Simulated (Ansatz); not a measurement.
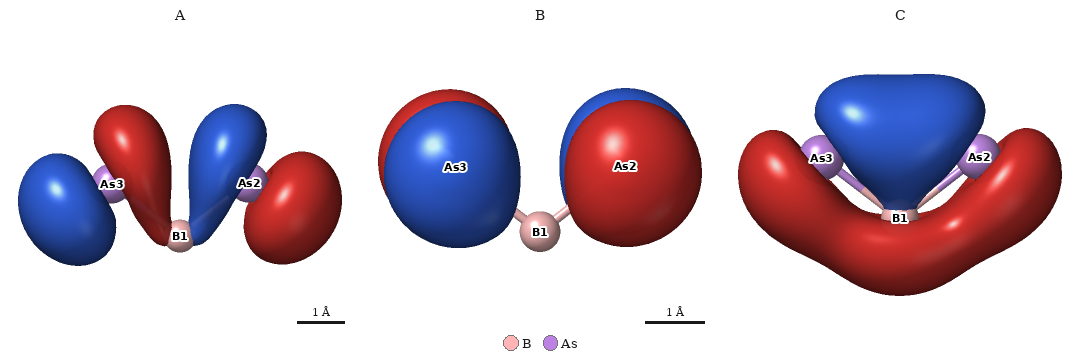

*As$_{2}$B (doublet). Three frontier orbitals at ±0.1 Å⁻³ᐟ² (red and blue are the two phases), in no order.*

Geometry: PBE-D4/def2-TZVP.

Level of theory: UKS PBE0-D4/def2-TZVP in Ansatz 0.2.0.

### Order the three orbitals by energy and name them. All are α orbitals.

C is the HOMO−1 (α) (−7.91 eV). Its weight (Hirshfeld) is mainly on As2 (about 35 %), As3 (about 35 %) and B1 (about 25 %); it is symmetric in the molecular plane (an in-plane orbital: σ, lone-pair or in-plane π type). B is the HOMO (α) (−5.95 eV). It lies mainly on As2 (about 45 %) and As3 (about 45 %); it changes sign across the molecular plane (π type). A is the LUMO (α) (−3.08 eV). It lies mainly on As2 (about 45 %) and As3 (about 45 %); it is symmetric in the molecular plane (an in-plane orbital: σ, lone-pair or in-plane π type).

### What is the gap between the highest occupied and lowest empty α orbitals?

2.87 eV between the orbital energies.
